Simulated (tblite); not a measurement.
# C6H8AlF3: the cost of one run

Programs: tblite 0.8.0 and PySCF 2.14.0, with density-fitted response routines of our own. Each step states its level of theory. These are calculated values for one molecule in the gas phase, unless marked as measured. Atoms count from 0, in the outputs and in this text.

## (1) Starting geometry

18 atoms, charge 0, multiplicity 1; geometry from: force field or distance geometry start.

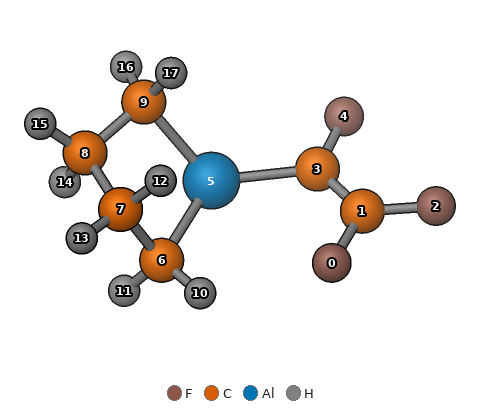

As it starts; fluorine brown, carbon orange, aluminium blue, hydrogen grey, atoms numbered; sticks join atoms by distance.

## (2) Optimising the geometry with GFN2-xTB

Job settings and geometry (Å):

```
{"job": {"kind": "relax", "xc": "GFN2-xTB", "basis": "xTB"}, "charge": 0, "multiplicity": 1}
F      2.677600    -1.277500     0.022900
C      3.175200     0.006200     0.093000
F      4.488600     0.173100     0.414500
C      2.325500     0.998400    -0.147100
F      2.747400     2.284000    -0.074300
Al     0.435000     0.641000    -0.585600
C     -0.344500    -1.187800    -0.887500
C     -1.378900    -1.093800     0.247500
C     -2.081800     0.222900     0.072900
C     -1.122100     1.311900     0.502600
H      0.374600    -1.985800    -0.655300
H     -0.833700    -1.262400    -1.865000
H     -0.840800    -1.058200     1.234100
H     -2.071900    -1.945300     0.260600
H     -2.227400     0.346700    -1.019600
H     -3.054900     0.266700     0.627600
H     -1.439800     2.321000     0.185600
H     -0.836700     1.245000     1.561300
```

Command:

```bash
$ OMP_NUM_THREADS=1 python probes_run.py task.json out
```

One launch serves the whole session: the jobs run in the order shown.

Q: Estimate the wall time and peak memory of this first job on 1 thread of Arm Neoverse N1, shared host.

About 2.3 s, with a peak of 0.18 GiB.
